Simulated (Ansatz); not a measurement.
Take ZnSnP2 in the chalcopyrite structure (space group I-42d, No. 122; a = 5.622 Å, c = 11.282 Å) as the base. Axes: x, y, z lie along a, b, c of the conventional cell.

Perturbation: uniaxial stress, 0.5 GPa tension along z; all other stress components relax to zero.

Computed with Ansatz (a quantum-chemistry and plane-wave program) PBEsol, no spin-orbit coupling, earlier PAW set.

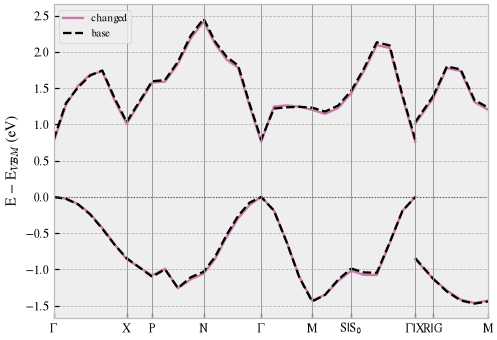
Fig. 1. Highest valence and lowest conduction band along the path, each from its own valence-band maximum

Q: From the figure, how large is the changed gap, and is it direct?

A: About 0.76 eV, direct at Γ.

Load acts through the strain it causes; cell and atoms are relaxed under it. Gaps are read on the SCF mesh and a high-symmetry path. Beyond what the load breaks, stability against distortions was not tested.
